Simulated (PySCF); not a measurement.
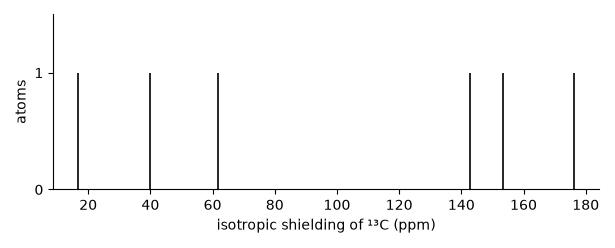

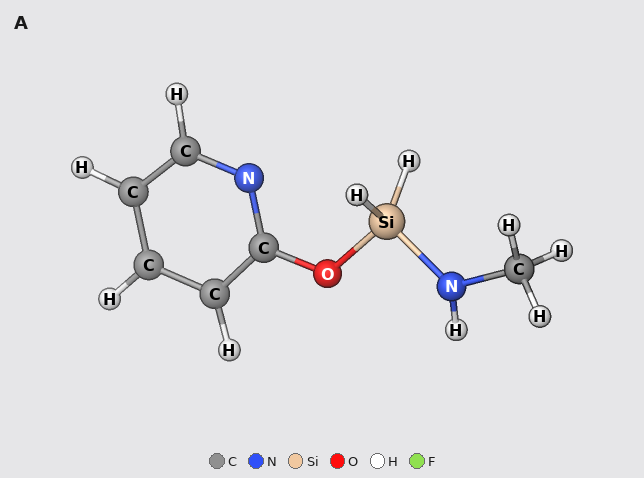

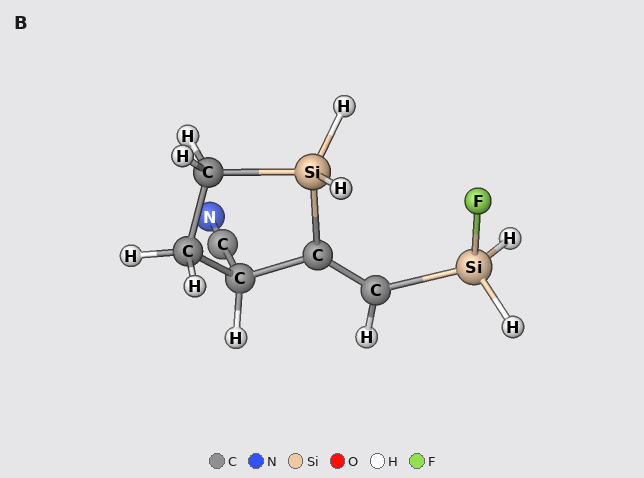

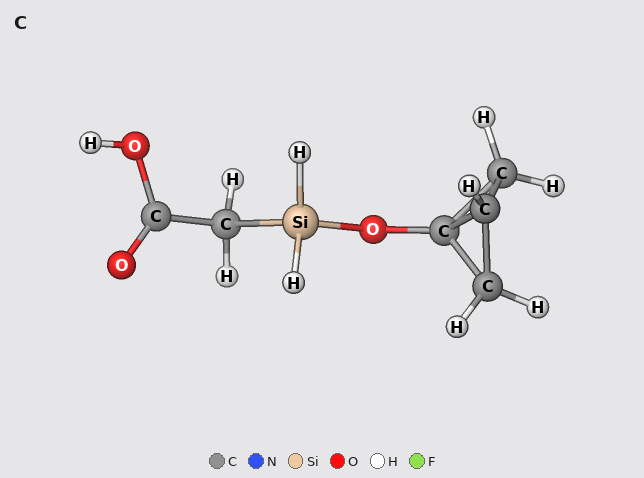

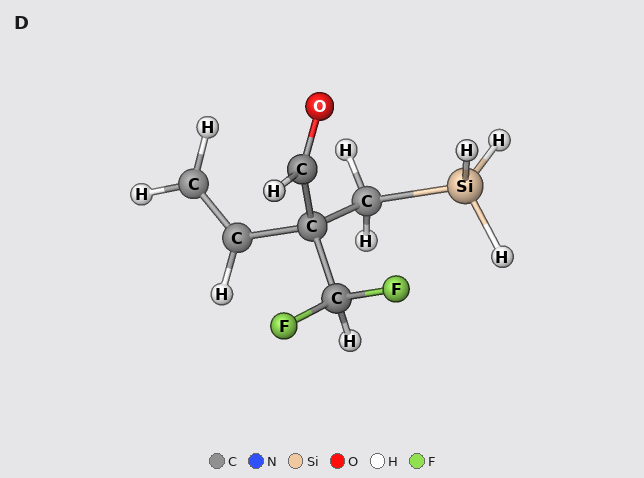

The sticks are computed shieldings of one of the molecules, for one fixed geometry (GFN2-xTB) without averaging over rotations. Low shielding means a high chemical shift. Method: GIAO PBE0/pcSseg-1 NMR shielding, non-relativistic, gas phase (PySCF 2.14.0).

> Match the spectrum to a structure.

B, `N#C[C@@H]1CC[SiH2]/C1=C\[SiH2]F`. Its 6 C atoms give lines at 16.7, 39.9, 61.7, 142.8, 153.4, 176.2 ppm.

The geometry is semi-empirical. Around Si such bond lengths and angles can be off by a tenth of an ångström or more and by several degrees, and values that hang on the shape move with them.
